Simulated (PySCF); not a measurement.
The calculation's input:

```
{"job": {"kind": "inter", "xc": "PBE0", "basis": "def2-SVPD", "disp": "d3bj", "pairs": true}, "charge": 0, "multiplicity": 1, "parts": [{"atoms": "0-4", "charge": 0, "multiplicity": 1}, {"atoms": "5-6", "charge": 0, "multiplicity": 1}, {"atoms": "7-8", "charge": 0, "multiplicity": 1}, {"atoms": "9-10", "charge": 0, "multiplicity": 1}]}
F      0.319166    -1.803985     0.038329
Si    -0.642362    -0.676838     0.540329
F     -0.393557     0.635345    -0.313959
F     -2.105793    -1.114023     0.168776
F     -0.626499    -0.378328     2.072584
F      1.723419     1.996058    -1.267897
H      0.908557     1.634130    -0.964149
F      3.788921     1.139545    -0.091332
H      3.285186     1.637981    -0.723335
F      1.775782     0.164567     1.046931
H      2.685265     0.351936     0.836486
```

Run with:

```sh
OMP_NUM_THREADS=1 python cluster_run.py task.json out
```

Geometry: GFN2-xTB.

Theory: PySCF, PBE0-D3(BJ)/def2-SVPD, SCF density, gas phase.

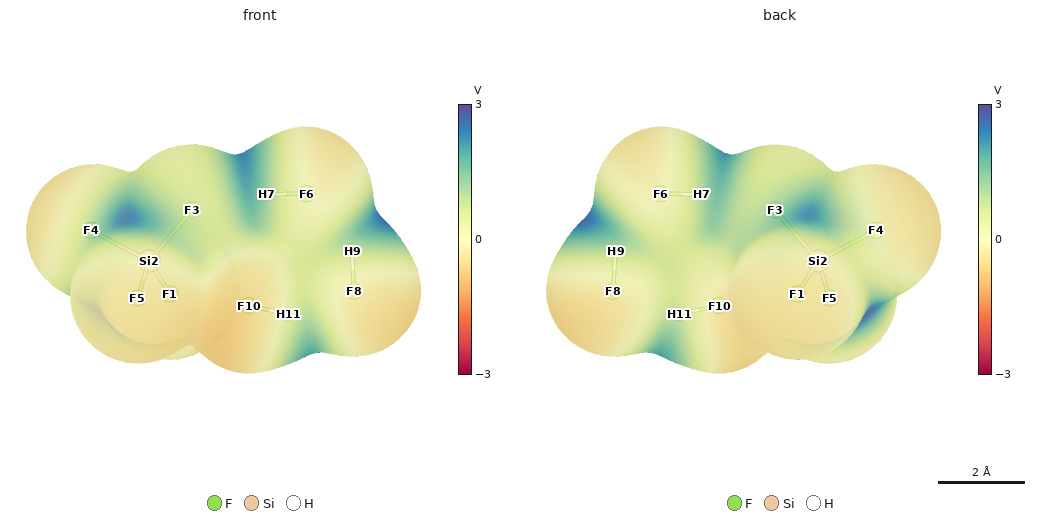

SiF4···HF···HF···HF (SMILES F[Si](F)(F)F.F.F.F). The electrostatic potential painted on the density surface at 0.002 e/bohr³, seen from the front and from behind; the colour scale runs from red (negative) to blue (positive).

Q: Where is the surface potential most negative and most positive?

A: The most negative region (about −0.8 V) lies over F10, the most positive (about +2.5 V) over Si2 and H9.

Q: What dipole moment does the calculation give?

A: Its dipole moment is 0.98 D.
